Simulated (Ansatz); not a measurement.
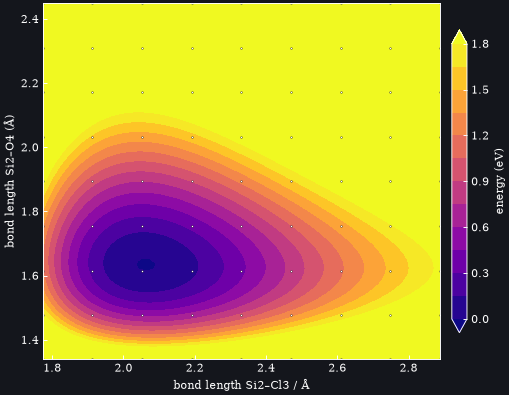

ClFH3OSi2, SMILES F[Si](Cl)O[SiH3], spin multiplicity 2. Coordinates scanned: (1) bond length Si2–Cl3; (2) bond length Si2–O4. Nothing is relaxed (all other coordinates rigid). The grid has 9 × 9 points. Energies are in eV, from the lowest grid point. Theory: Ansatz, UKS PBE0-D4/def2-SVP.

Drawn: filled contours, dots at the grid points, one colour for all values above the top of the scale. Between grid points the surface is interpolated.

Q: Estimate the position of the minimum and the force constants in these coordinates.

A: The interpolated minimum is at bond length Si2–Cl3 ≈ 2.062 Å, bond length Si2–O4 ≈ 1.632 Å. The curvatures there are about 17 eV/Å² and 33 eV/Å², with a cross term of about 1 eV/Å². Round the minimum the two coordinates are weakly coupled (coupling 0.05 in units of the two stiffnesses).
